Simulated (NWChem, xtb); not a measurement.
C2H3BF (SMILES [H]/[C]=C\BF): the dipole moment, rung by rung

The species is C2H3BF (7 atoms), meant as a doublet with charge 0. SMILES: `[H]/[C]=C\BF`. The coordinates come from a GFN2-xTB relaxation.

```
atom    x (Å)    y (Å)    z (Å)
   C  -1.0587   1.0878  -0.1703
   C  -0.0221   0.5553   0.4145
   B   0.6333  -0.7965  -0.0114
   F   0.1235  -1.4761  -1.0151
   H  -1.6868   0.8128  -0.9907
   H   0.4353   1.0691   1.2545
   H   1.5755  -1.2525   0.5185
```

Quantity: the dipole moment, in D. The values are calculated.

```tsv
level	kind	program	value (D)	CPU time
GFN2-xTB	semi-empirical	xtb	0.78	under 2 s
GFN0-xTB	semi-empirical	xtb	1.42	under 2 s
GFN1-xTB	semi-empirical	xtb	0.85	under 2 s
UHF/STO-3G	Hartree–Fock	NWChem	0.37	1.8 s
UHF/3-21G	Hartree–Fock	NWChem	0.85	2.1 s
UB3LYP/6-31G* (spherical functions)	global hybrid	NWChem	0.48	21 s
UB3LYP/6-31G* (Cartesian functions)	global hybrid	NWChem	0.48	23 s
UB3LYP/def2-SVP	global hybrid	NWChem	0.50	23 s
U-wB97X/3-21G	range-separated hybrid	NWChem	0.42	21 s
```

The values span 0.37 to 1.42 D. Spin contamination of the reference (⟨S²⟩ at least 0.1 too high) touches UHF/STO-3G, UHF/3-21G. Magnitudes only. Sets without polarisation functions give poor dipoles. CPU times are rough (shared hosts, several kinds of processor and program).

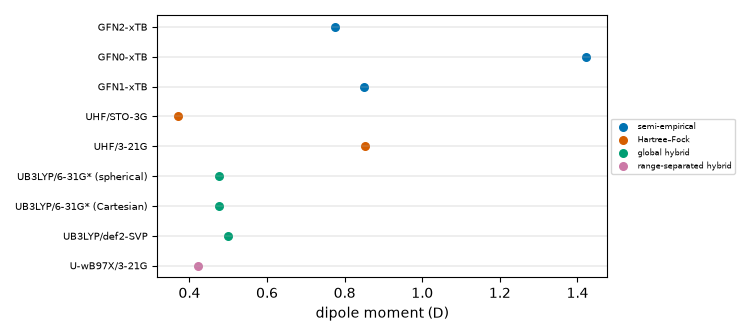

The values of the table, level by level.
